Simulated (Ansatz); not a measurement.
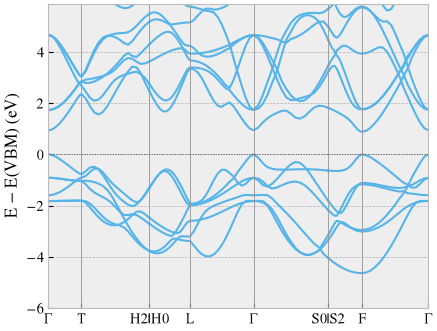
Figure: Band structure from DFT-r²SCAN in the program Ansatz with PAW potentials

Problem. Read off the gap and where the band edges lie.

Solution. About 0.9 eV (0.88 eV by a search for the band edges); maximum at Γ, minimum at F.

The material is TePb2Se in space group R-3m (No. 166; Te on 3b, Pb on 6c, Se on 3a).

The workflow started from a Materials Project entry (that database holds measured and hypothetical structures alike); the Crystallography Open Database copy checked does not list it. With Te and Se taken as one species the cell has the higher symmetry Fm-3m, so it may be an ordered model of a mixed-site phase. Its standing as an ambient phase is unchecked. The r²SCAN relaxation kept the symmetry of its start; its stability against distortions is not shown here. Scalar-relativistic: spin–orbit coupling is off unless named, which matters more the heavier the elements.

Potentials: the later of the program's two PAW sets.
